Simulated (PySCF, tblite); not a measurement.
# C6H5BFO2 radical: geometry, infrared bands and EPR parameters

Aim: predict the infrared bands and EPR parameters of C6H5BFO2 radical (`OB(O)c1[c]c(F)ccc1`).

Programs: tblite 0.8.0 and PySCF 2.14.0, with density-fitted response routines of our own. Each step states its level of theory. These are calculated values for one molecule in the gas phase, unless marked as measured. Atoms are numbered from 0 throughout.

### Step 1. Starting geometry

15 atoms, charge 0, multiplicity 2; geometry from: force field or distance geometry start.

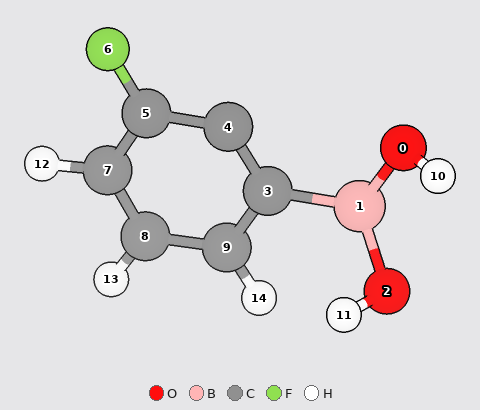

As it starts; oxygen red, boron pink, carbon grey, fluorine green, hydrogen white, atoms numbered.

### Step 2. Optimising the geometry with GFN2-xTB

The job: settings as JSON, then the geometry in Å.

```
{"job": {"kind": "relax", "xc": "GFN2-xTB", "basis": "xTB"}, "charge": 0, "multiplicity": 2}
O      2.541300     1.207500    -1.206300
B      1.935500    -0.000400    -0.615000
O      2.813500    -0.676400     0.398200
C      0.396500     0.042400    -0.332500
C     -0.382400     1.125700    -0.623400
C     -1.756600     1.151500    -0.379200
F     -2.524000     2.226300    -0.679200
C     -2.272600     0.018700     0.205900
C     -1.514900    -1.097600     0.520100
C     -0.155800    -1.090100     0.256900
H      3.367300     1.425600    -0.741500
H      2.413600    -0.391600     1.273400
H     -3.360300    -0.028100     0.437700
H     -1.985900    -1.976600     0.976000
H      0.480300    -1.928900     0.487000
```

Command:

```sh
$ OMP_NUM_THREADS=1 python probes_run.py task.json out
```

This one command runs all jobs of the session in turn.

**Question.** This job is followed by: GFN2-xTB harmonic vibrations, gas phase; UKS B3LYP, pcH-1 on B C F H O, non-relativistic, mean-field spin-orbit, GIAO. Predict these results of the whole session: strongest single infrared mode (GFN2-xTB); zero-point energy (GFN2-xTB); g(iso) (B3LYP); ⟨S²⟩; largest a(iso) (averaged by class); potential on the surface of density 0.002 e/bohr³, 1st and 99th percentile.

As calculated:

```
                                                                  quantity                  value
                                 strongest single infrared mode (GFN2-xTB)  1246 cm⁻¹, 519 km/mol
                                              zero-point energy (GFN2-xTB)          62.3 kcal/mol
                                                            g(iso) (B3LYP)                2.00210
                                                                      ⟨S²⟩     0.757 (exact 0.75)
                                        largest a(iso) (averaged by class)   13C on C4, 412.5 MHz
potential on the surface of density 0.002 e/bohr³, 1st and 99th percentile     -1.39 V and 2.47 V
```

The optimisation took 62 steps and gained 1.405 eV; among the close pairs (by a distance rule), B1–O2 changed most, from 1.501 to 1.360 Å. No mode is imaginary among the 39: a minimum at this level. The strongest single mode, at 1246 cm⁻¹, is spread over many atoms; the largest shares are those of B1, C3. GFN2-xTB is a fitted tight-binding method: band positions and strengths are rough. Its intensities can rank the bands wrongly. Most of the unpaired spin sits on C4 (1.01 e). The isotropic g lies 0.2 ppt below the free-electron value. These values are for one conformer; the search (at its own cheap level) found 1 more, at 0.75 kcal/mol, and measured spectra average over such forms.
